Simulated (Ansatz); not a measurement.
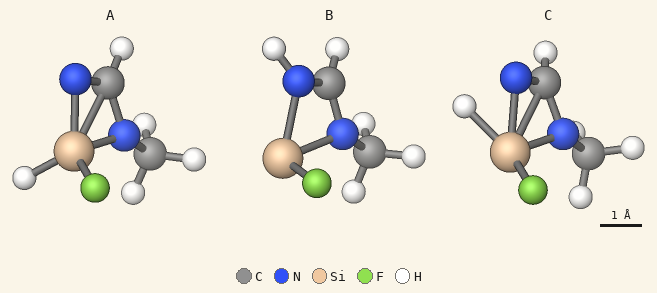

3 geometries from a converged minimum-energy path of C2H5FN2Si, shuffled. Style: ball-and-stick. Shown from a free direction.

Computed with Ansatz, RKS PBE-D4/cc-pVDZ. Set-up: 7 movable images; climbing image; force threshold 0.05 eV/Å; iteration limit 60; starting path through a guess of the saddle point.

### One of them is the converged climbing image. Which?

C. In order along the path, whose images run from 0 to 8: A (image 2, +2.5 kJ/mol), C (image 5, +181.6 kJ/mol), B (image 7, −30.5 kJ/mol). A hydrogen atom shifts from one atom to another. Breaking: H–Si (1.50 → 2.80 Å). Forming: H–N (2.83 → 1.02 Å).

The run took 7.6 min on 2 threads of Arm Neoverse V1, on a shared host, peak memory 0.17 GiB.
